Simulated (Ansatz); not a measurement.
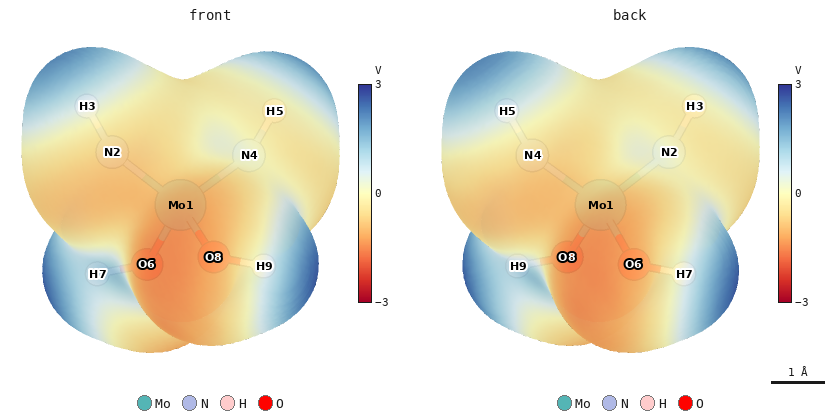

The picture shows: H4MoN2O2. The molecular electrostatic potential painted on the density surface at 0.002 e/bohr³, seen from the front and from behind; red is negative and blue positive.

Geometry: B3LYP-D4/def2-SVP; core potentials replace the inner electrons of Mo.

Computed with Ansatz, RKS PBE0-D4/def2-TZVP.

The calculation's input:

```
crystal:
  periodic: [false, false, false]
  atoms:
    - {symbol: Mo, position_ang: [-0.096306, -0.021365, -0.058689]}
    - {symbol: N, position_ang: [-0.047939, 0.315014, 1.642587]}
    - {symbol: H, position_ang: [0.387190, 0.523092, 2.539557]}
    - {symbol: N, position_ang: [1.489958, 0.005761, -0.760637]}
    - {symbol: H, position_ang: [2.501963, 0.119204, -0.773286]}
    - {symbol: O, position_ang: [-1.124214, 1.315884, -0.934371]}
    - {symbol: H, position_ang: [-1.758325, 1.843726, -0.430732]}
    - {symbol: O, position_ang: [-0.846759, -1.754431, -0.270538]}
    - {symbol: H, position_ang: [-0.505570, -2.346884, -0.953892]}
basis:
  gaussian: {orbitals: def2-TZVP, initial_orbitals: start.molden}
hamiltonian: {xc: pbe0, dispersion: d4}
scf: {omitted_lower_state_checks: [starts]}
output: {forces: true, orbitals: {seedname: orbitals}}
```

Launched as:

```sh
ansatz run in.yaml --threads 4 --pin off --events-out ev --progress --plain --max-ram 3916MiB
```

> Describe the electrostatic potential map.

The most negative region (about −1.5 V) lies over O6 and O8, the most positive (about +2.6 V) over H7 and H9.
